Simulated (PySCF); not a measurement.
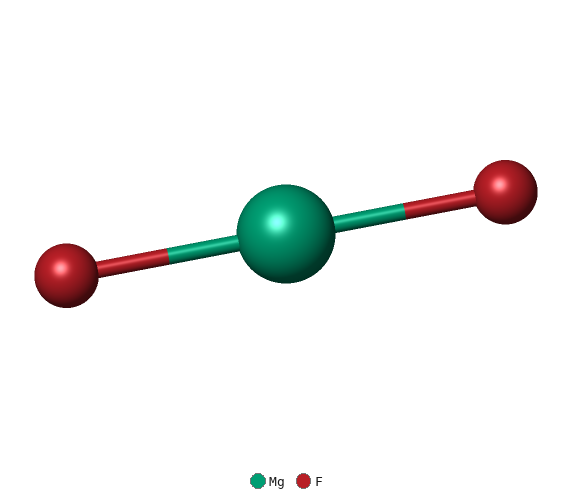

The lowest structure found in a search from several start shapes; its vibrations show a minimum. The species is neutral and a spin singlet. Method: RKS-based PBE0, Mg def2-TZVP, F def2-TZVP; non-relativistic; density fitting (PySCF 2.14.0).

Question: What is its shape?

Answer: MgF₂ is linear (D∞h), with an angle of 180° at Mg.

Question: Does VSEPR predict this?

Answer: The centre has 2 ligands and 0 lone pairs (AX2), for which VSEPR expects a linear shape. The calculation agrees.
